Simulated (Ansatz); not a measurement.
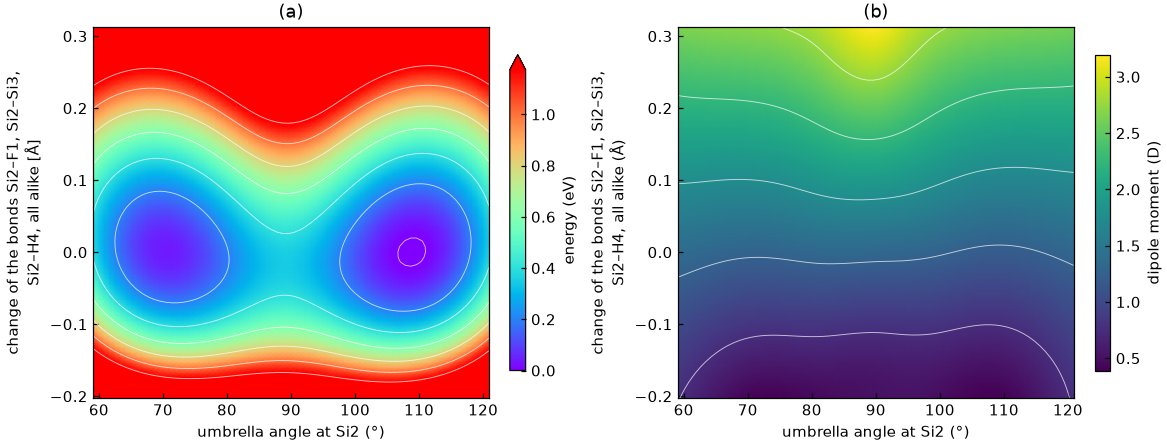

FH₄Si₂, SMILES F[SiH][SiH3], spin multiplicity 2. The first coordinate is: umbrella angle at Si2 (between each of its bonds and their common axis; 90 is planar); the second: change of the bonds Si2–F1, Si2–Si3, Si2–H4, all alike. Nothing is relaxed (all other coordinates rigid). The scan uses a 15 × 15 grid. Points are written as (first, second). All energies are given in eV relative to the lowest grid point. The calculation used UKS PBE-D4/def2-SVP in Ansatz.

Panel (a) is the energy and panel (b) the computed dipole moment on the same grid.

The picture shows a smooth colour map with a few white contour lines, one colour for all values above the top of the scale. Between grid points the surface is interpolated.

How does the dipole moment vary over the map, and what is it at the lowest grid point?

Leaving out the highest fifth of the energies, it runs from 0.49 D at (107.7°, −0.166 Å) to 2.56 D at (72.3°, 0.276 Å). At the lowest grid point, (107.7°, −0.018 Å), it is 1.12 D.

```
second ↓, first →  59.1  63.5  67.9  72.3  76.8  81.2  85.6  90.0  94.4  98.8  103.2  107.7  112.1  116.5  120.9
            0.313  2.64  2.68  2.70  2.72  2.78  2.88  3.08  3.20  3.00  2.81   2.72   2.67   2.64   2.62   2.59
            0.276  2.49  2.52  2.54  2.56  2.62  2.72  2.89  2.97  2.82  2.65   2.55   2.50   2.47   2.46   2.44
            0.239  2.34  2.36  2.37  2.40  2.45  2.55  2.70  2.75  2.64  2.48   2.39   2.33   2.31   2.30   2.28
            0.203  2.19  2.20  2.21  2.23  2.29  2.38  2.50  2.53  2.44  2.31   2.22   2.16   2.14   2.14   2.13
            0.166  2.04  2.04  2.04  2.06  2.11  2.20  2.28  2.30  2.24  2.13   2.04   1.99   1.97   1.97   1.98
            0.129  1.89  1.88  1.88  1.89  1.94  2.01  2.07  2.08  2.03  1.95   1.87   1.82   1.80   1.81   1.82
            0.092  1.74  1.72  1.71  1.72  1.76  1.82  1.86  1.86  1.82  1.76   1.69   1.64   1.63   1.65   1.67
            0.055  1.59  1.56  1.54  1.54  1.58  1.62  1.65  1.64  1.62  1.57   1.51   1.47   1.46   1.49   1.53
            0.018  1.45  1.41  1.37  1.37  1.39  1.43  1.44  1.43  1.41  1.38   1.33   1.29   1.29   1.33   1.38
           −0.018  1.31  1.26  1.21  1.20  1.22  1.24  1.24  1.22  1.22  1.19   1.15   1.12   1.13   1.19   1.25
           −0.055  1.18  1.11  1.05  1.03  1.04  1.05  1.04  1.02  1.03  1.01   0.98   0.95   0.97   1.04   1.12
           −0.092  1.05  0.96  0.89  0.86  0.86  0.87  0.85  0.84  0.85  0.84   0.81   0.79   0.82   0.90   1.01
           −0.129  0.94  0.83  0.74  0.69  0.69  0.70  0.68  0.68  0.69  0.69   0.65   0.63   0.67   0.78   0.91
           −0.166  0.84  0.70  0.59  0.54  0.54  0.56  0.56  0.56  0.58  0.57   0.52   0.49   0.55   0.67   0.83
           −0.203  0.76  0.60  0.46  0.40  0.42  0.46  0.49  0.51  0.53  0.50   0.44   0.39   0.45   0.60   0.77
```
